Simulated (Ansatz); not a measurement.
A series of calculations on SiH$_{2}$SCl

### Relaxation

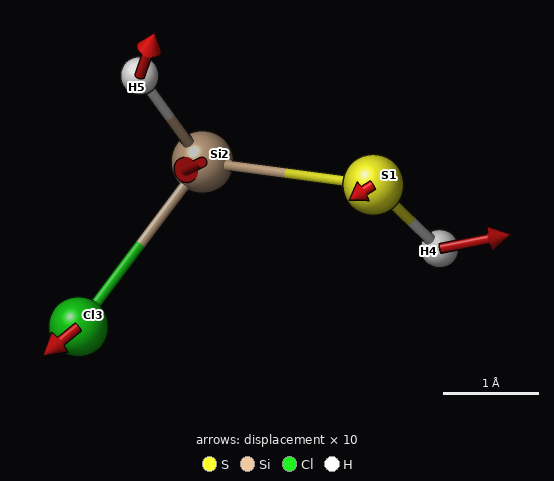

A relaxation of SiH₂SCl (charge −1). The starting structure is drawn; red arrows show the displacements, 10 times their true length. The two geometries are superimposed by the best rigid fit.

The picture is a ball-and-stick view, seen at a tilt.

The run prepares an end point of a later path (torsion) calculation, from a guessed geometry.

These are results of RKS PBE-D4/def2-SVP in Ansatz 0.2.0, not measurements.

Input
```yaml
crystal:
  periodic: [false, false, false]
  atoms:
    - { symbol: S, position_ang: [-1.40478, -0.53876, 0.06745] }
    - { symbol: Si, position_ang: [0.7879, -0.24043, -0.32835] }
    - { symbol: Cl, position_ang: [1.22851, 1.79558, 0.45948] }
    - { symbol: H, position_ang: [-1.77756, -0.09498, -1.12629] }
    - { symbol: H, position_ang: [1.16593, -0.9214, 0.92772] }
total_charge: -1
basis:
  gaussian: { orbitals: def2-SVP }
hamiltonian:
  xc: pbe
  dispersion: d4
relax:
  f_tol: 0.015
  max_steps: 40
output:
  orbitals: {}
```

Run as
```bash
ansatz run input.yaml --threads 1 --pin off --max-ram 2048MiB --backend cpu --events-out ev --progress --plain --runs-dir out
```

**What did the optimiser do to the structure, and how much energy did it gain?**

H4 moves most after the best rigid fit: 0.079 Å. By element the largest moves are H 0.079 Å, Si 0.067 Å, Cl 0.051 Å, S 0.032 Å. Some distances before and after: Si2–H5 1.478 → 1.562 Å, S1–Si2 2.248 → 2.287 Å, S1–H4 1.327 → 1.365 Å, Si2–Cl3 2.227 → 2.264 Å. Bond angles that change, for instance: S1–Si2–H5 92.2° → 87.9°, Si2–S1–H4 94.1° → 96.3°. Over 5 geometry steps the energy falls by 9.41 kJ/mol. The largest force component goes from 1.4 to 0.0036 eV/Å. The run took 8.7 s on 1 thread of Arm Neoverse V2 (shared host), peak memory 0.13 GiB.

Limits of the set-up: the basis has no diffuse functions, which an anion needs.

### Relaxation

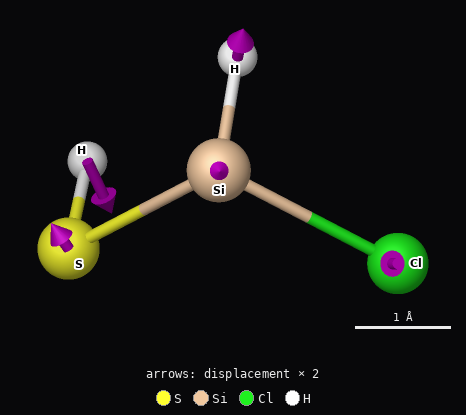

A relaxation of SiH2SCl (charge −1). The starting structure is drawn; purple arrows show the displacements, 2 times their true length. The two geometries are superimposed by the best rigid fit.

The picture is a ball-and-stick view, seen at a tilt.

The run prepares an end point of a later path (torsion) calculation, from a guessed geometry.

These are results of RKS PBE-D4/def2-SVP (Ansatz 0.2.0), not measurements. (no spin polarisation; force threshold 0.015 eV/Å; at most 40 steps)

Atoms of which element are displaced furthest, and by how much?

Answer. Hydrogen: up to 0.36 Å, against 0.19 Å for chlorine.

Describe the change and its energy.

Answer. The energy falls by 0.158 eV in 6 accepted moves (7 points after the start). The largest force component goes from 1.4 to 0.012 eV/Å. The line search rejected the trial step at point 6 of the run. The atom that moves furthest after the best rigid fit is an H atom (0.36 Å). By element the largest moves are H 0.36 Å, Cl 0.19 Å, S 0.18 Å, Si 0.10 Å. Near-neighbour distances that change, for instance: H–Si 1.478 → 1.562 Å, H–S 1.327 → 1.367 Å, S–Si 2.248 → 2.288 Å, Cl–Si 2.227 → 2.258 Å. Bond angles that change, for instance: Si–S–H 94.1° → 101.4°, S–Si–Cl 104.6° → 101.9°. Groups turn about S–Si by about 30°. Cost: 12 s on 1 thread of Arm Neoverse V2, with other jobs on the host, peak memory 0.13 GiB.

Limits of the set-up: the basis has no diffuse functions, which an anion needs.

### Path

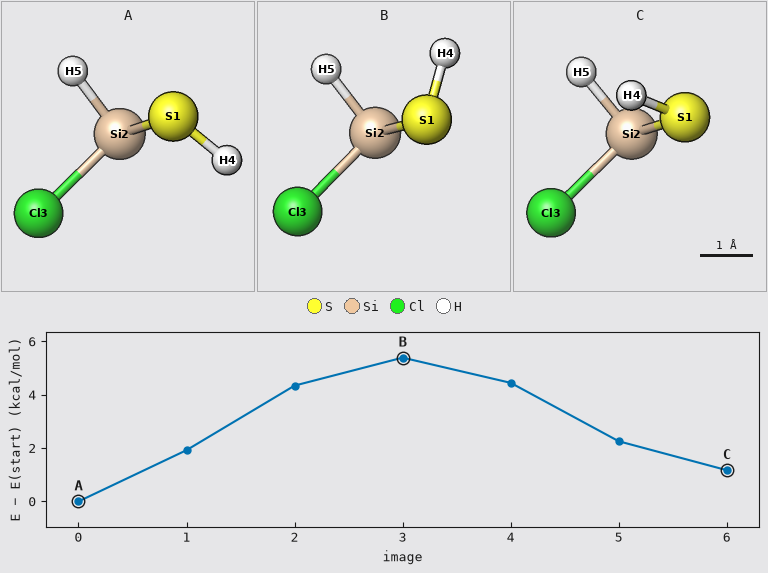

NEB run on SiH$_{2}$SCl (charge −1). Images are numbered from 0 (start) to 6 (end). Frames A to C are images 0, 3, 6. The picture is a ball-and-stick view, seen at a tilt.

These are results of RKS PBE-D4/def2-SVP in Ansatz 0.2.0, not measurements. Run with 5 movable images; climbing image; force threshold 0.03 eV/Å; iteration limit 60; starting path through a guess of the saddle point.

Q: Describe the mechanism and the energy profile.

A: The motion is a rotation about the S1–Si2 bond by about 205°. No bond forms or breaks between the ends. Bond angles that change up to the highest image, for instance: S1–Si2–Cl3 102.8° → 96.1°, S1–Si2–H5 87.9° → 93.4°. The highest point, image 3, lies 5.39 kcal/mol above the start and 4.22 kcal/mol above the end; the end is at +1.17 kcal/mol relative to the start. The band converged in 11 iterations. The largest component of the band force went from 67 to 0.005 eV/Å. The climbing image converged on the top of the path. Its vibrational analysis gives one imaginary mode (194i cm⁻¹), as a transition state must have.

Limits of the set-up: the basis has no diffuse functions, which an anion needs.

Cost: 66 s on 1 thread of Arm Neoverse V2 (shared host), peak memory 0.11 GiB.
